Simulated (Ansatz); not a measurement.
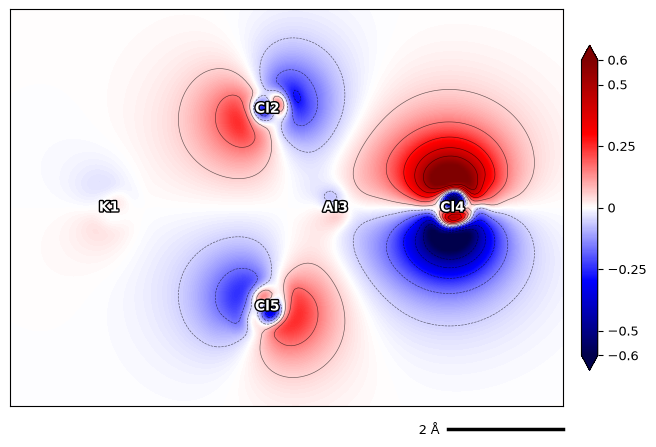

The picture shows: AlCl3K (charge +1). The HOMO on the molecular plane (values in Å⁻³ᐟ²; the overall sign is arbitrary).

Geometry: PBE0-D4/def2-TZVP.

The calculation used Ansatz, RKS PBE0-D4/def2-TZVPPD.

The calculation's input:

```
crystal:
  periodic: [false, false, false]
  atoms:
    - {symbol: K, position_ang: [0.456321, 1.056214, -2.865115]}
    - {symbol: Cl, position_ang: [0.779377, 1.536625, 0.331481]}
    - {symbol: Al, position_ang: [-0.127061, -0.293843, 0.797232]}
    - {symbol: Cl, position_ang: [-0.424051, -0.992115, 2.686217]}
    - {symbol: Cl, position_ang: [-0.684486, -1.306882, -0.949814]}
basis:
  gaussian: {orbitals: "def2-TZVPPD.json"}
total_charge: 1
hamiltonian: {xc: pbe0, dispersion: d4}
output: {orbitals: {seedname: orbitals}}
```

Command:

```sh
ansatz run in.yaml --threads 4 --pin off --events-out ev --progress --plain --max-ram 9574MiB
```

Q: Where does this orbital lie, and at what energy?

A: It lies mainly on Cl4 (about 75 %), Cl2 (about 10 %) and Cl5 (about 10 %); it is symmetric in the molecular plane (an in-plane orbital: σ, lone-pair or in-plane π type); largely a lone pair of Cl4. Its energy is −13.06 eV.
